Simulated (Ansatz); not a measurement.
CH₆BrNSi

```xyz
10

C    -0.9256    0.9994   -0.3471
Si   -0.1200   -0.6183    0.0655
N     1.3843   -0.3478    0.8233
Br    0.0279   -1.7810   -1.8601
H    -0.2952    1.5817   -1.0236
H    -1.0923    1.5814    0.5625
H    -1.8840    0.8343   -0.8425
H    -0.9220   -1.4805    0.9623
H     2.0389    0.3019    0.4158
H     1.8712   -1.1221    1.2470
```

Geometry: PBE0-D4/def2-TZVP.

Computed with Ansatz, RKS PBE0-D4/def2-TZVPP.

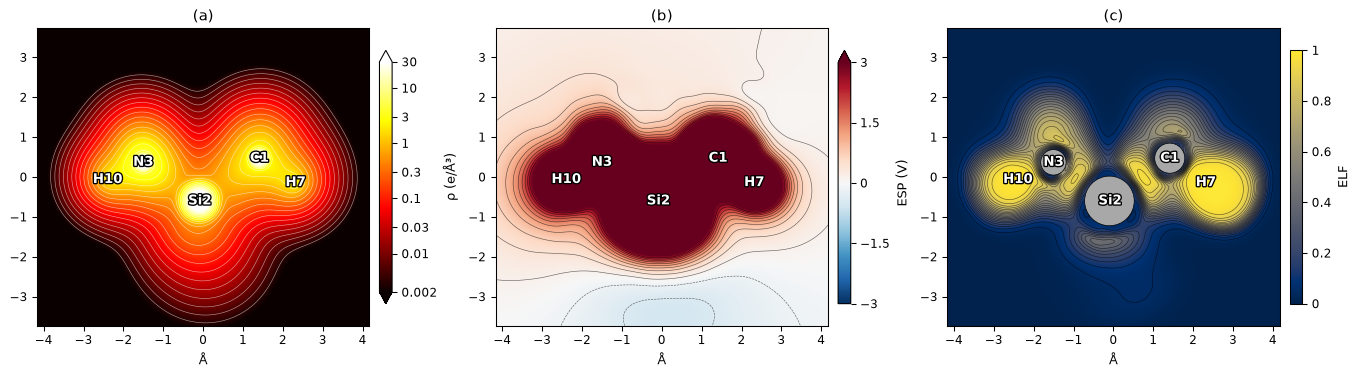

Figure 1. (a) electron density; (b) molecular electrostatic potential; (c) electron localisation function on the plane of atoms C1, Si2 and N3. Grey discs cover the atomic cores in the ELF map.

**Interpret the plot.**

- Atoms in the plane: C, Si, N and H.
- Si–N (1.71 Å): ρ is about 1.2 e/Å³ halfway; the ELF peaks at about 0.90 between the atoms: a polar covalent bond.
- C–Si (1.85 Å): the density is about 1 e/Å³ at the midpoint; the ELF peaks at about 0.95 between the atoms: a shared electron pair.
- N–H (1.01 Å): ρ is about 2.9 e/Å³ halfway; the ELF climbs to about 1 towards the hydrogen, as it does in any bond to H (an ordinary covalent bond to hydrogen).
- C–H (1.09 Å): ρ at the midpoint is about 2 e/Å³; the ELF climbs to about 1 towards the hydrogen; an ordinary covalent bond to hydrogen.
- Outside the dense part of the molecule the potential is most negative (−0.5 V) near Br4, which lies off the plane.

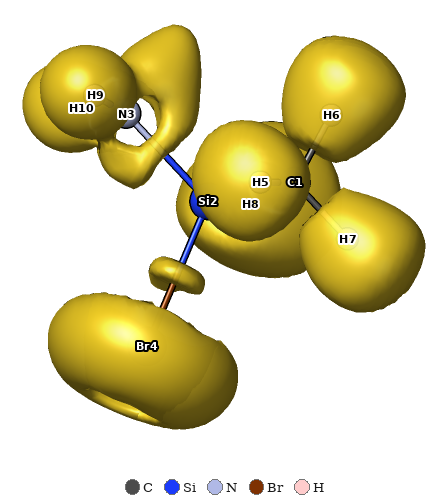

Figure 2. Isosurface of the ELF at 0.8 (yellow), seen at a tilt. Only the valence region is drawn (cores and ρ < 0.01 e/Å³ removed).

**Describe the localisation domains.**

At this value the surface marks out one region between bonded Br–Si atoms (shared pairs), one region between bonded C–Si atoms (shared pairs), four regions around hydrogen nuclei, one ring or bowl of non-bonding electrons around Br and one joined region spread over several atoms (H, N), in which their bonds and any lone pairs are merged.

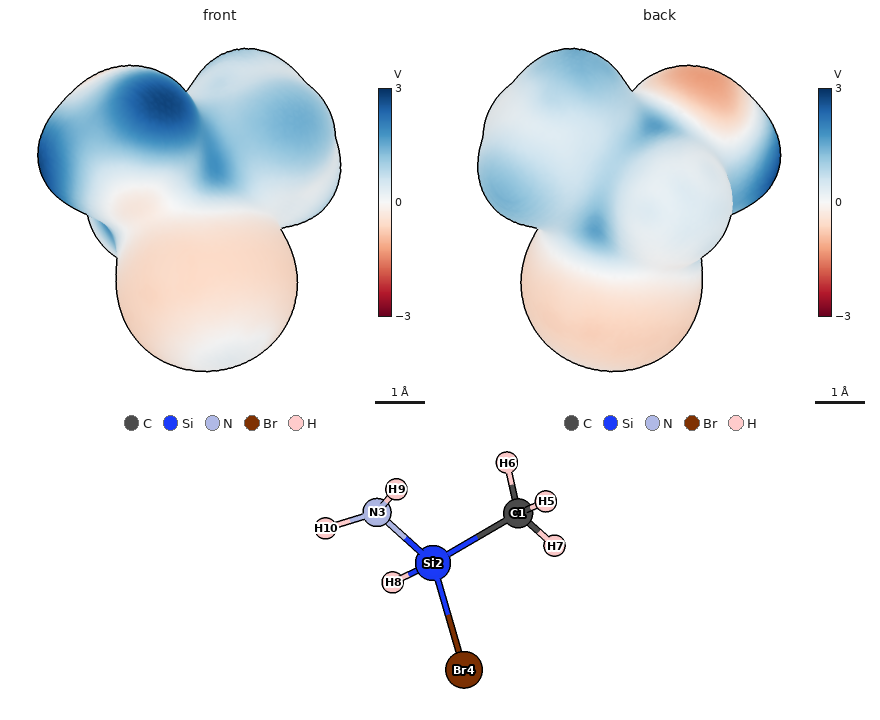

Figure 3. The electrostatic potential painted on the density surface at 0.004 e/bohr³, seen from the front and from behind; the colour scale runs from red (negative) to blue (positive). The bare structure is drawn below in the same view.

**Describe the electrostatic potential map.**

The most negative region (about −1.2 V) lies over N3, the most positive (about +2.7 V) over H9 and H10. Br4 shows a σ-hole: about +0.2 V at the tip opposite its bond, against about −0.6 V on its flanks. N3 is the likeliest acceptor of a hydrogen bond.

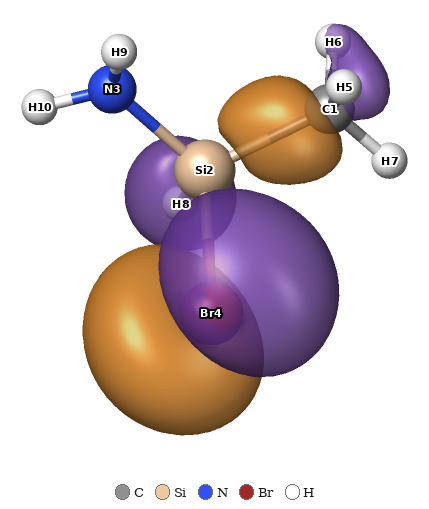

Figure 4. The HOMO−1 at ±0.1 Å⁻³ᐟ² (orange and purple are the two phases), seen across its widest extent.

**Where does this orbital lie, and at what energy?**

It lies mainly on Br4 (about 80 %) and Si2 (about 10 %); largely a lone pair of Br4. Its energy is −7.98 eV.
